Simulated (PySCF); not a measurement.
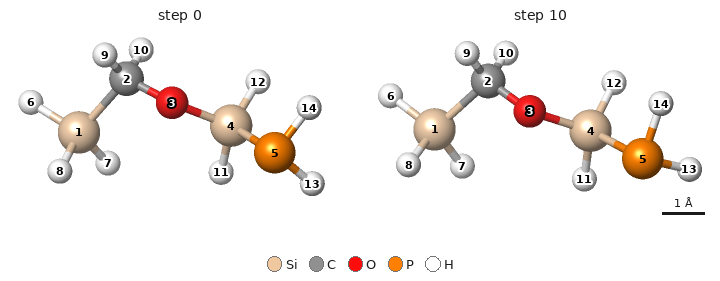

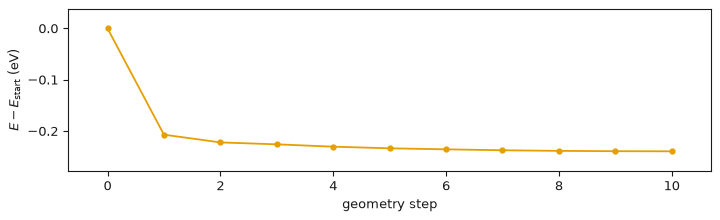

First and last geometry of a relaxation of CH₉OPSi₂, with the history of the run. Style: ball-and-stick. Shown at a tilt.

The start comes from GFN2-xTB. Its atoms were then displaced at random by about 0.01 Å.

Level of theory: PBE0-D3(BJ)/def2-SVP geometry optimisation, gas phase (PySCF 2.14.0, density-fitted response routines). 

What do the curves and the structures tell?

Answer. It converged. H13 moves most after the best rigid fit: 0.57 Å. Largest moves by element: H 0.57 Å, P 0.25 Å, O 0.22 Å, Si 0.13 Å, C 0.07 Å. Near-neighbour distances that change, for instance: P5–H14 1.363 → 1.429 Å, P5–H13 1.370 → 1.431 Å, Si4–P5 2.201 → 2.250 Å, Si1–H7 1.455 → 1.495 Å. Bond angles that change, for instance: O3–Si4–P5 100.7° → 105.4°, P5–Si4–H11 112.3° → 107.8°, C2–O3–Si4 129.3° → 125.0°. The energy falls by 0.239 eV in 10 geometry steps.
